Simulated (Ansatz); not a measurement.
# Gap against strain: AlAs wire along [111], 24 atoms a period, H-terminated

How it was computed: Ansatz 0.2.0, plane waves with PAW datasets, PBE, Fermi-Dirac smearing of 0.05 eV, no spin-orbit coupling. The period is scaled from its relaxed value of 9.933 Å and the atoms relax, within the symmetry of the start, at each strain ε (in %); gaps, in eV, are read on a band path.

```tsv
period (Å)	energy (eV a cell)	place of the conduction minimum (Γ = 0, Z = 1)	ε	gap
9.535	+0.164	0.00	−4	3.194
9.734	+0.042	0.00	−2	3.237
9.933	0.000	0.00	0	3.282
10.330	+0.131	0.00	4	3.298
10.529	+0.309	0.00	6	3.266
```

One run is withheld: period (Å) = 10.131, with ε = 2. Fit a straight line gap = a + b × ε to the 5 rows shown and predict it.

**Fit.** The means are 0.8 for ε and 3.255 for gap. The sum of products of deviations is 0.5196 and the sum of squares in ε is 68.8, so b = 0.5196 / 68.8 = 0.007553 and a = 3.255 − (0.007553) × 0.8 = 3.249. The residuals' standard deviation, with 3 degrees of freedom, is σ = 0.031.

**Prediction.** gap = 3.249 + (0.007553) × 2 = 3.264. The run gave 3.286, so the prediction less the run is −0.021. The standard error of a prediction there, σ√(1 + 1/5 + (2 − 0.8)²/68.8), is 0.034, and the miss is 0.62 times that, for a point between the fitted rows. With so few rows σ is itself uncertain. The slope is only 2.0 times its own standard error, so the line says little more than the mean does.

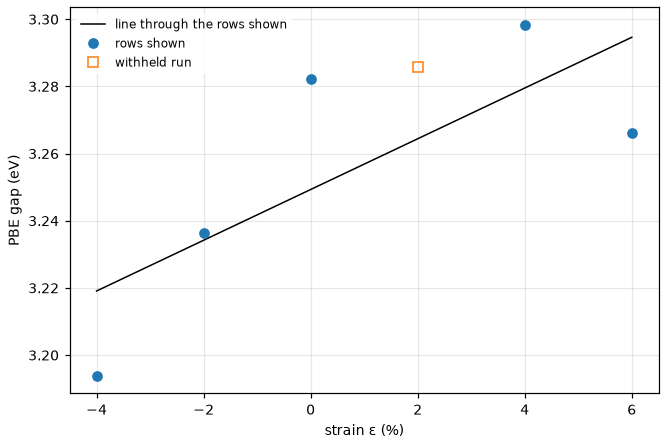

The fitted line, the rows shown and the withheld run.

The gap does not move one way: it turns somewhere between ε = 2 and 6 %, and the true extreme can lie between the rows, beyond the values shown.

**Limits.** Kohn-Sham gaps of a wire among periodic images, which in a check on one flat ribbon (7 Å apart) lowered the gap by 0.2 eV and flattened the slope; the slope b × 100 is a mean deformation potential of the gap, in eV per unit strain. Between neighbouring runs it lies between −1.6 and 2.3 eV, so a bend, a kink or scatter between runs makes one line a rough account. The unstrained row comes from a denser mesh than the others, which shifts its energy a little. Series of this kind are told only where this holds: a gap at every strain (compound wires with polar facets were set aside first). 88 of 101 did.

[Logs are printed without paths, hosts, clocks, repeated set-up lines and the standing remarks that a program may print on its own settings, such as how far it seeks lower states.]
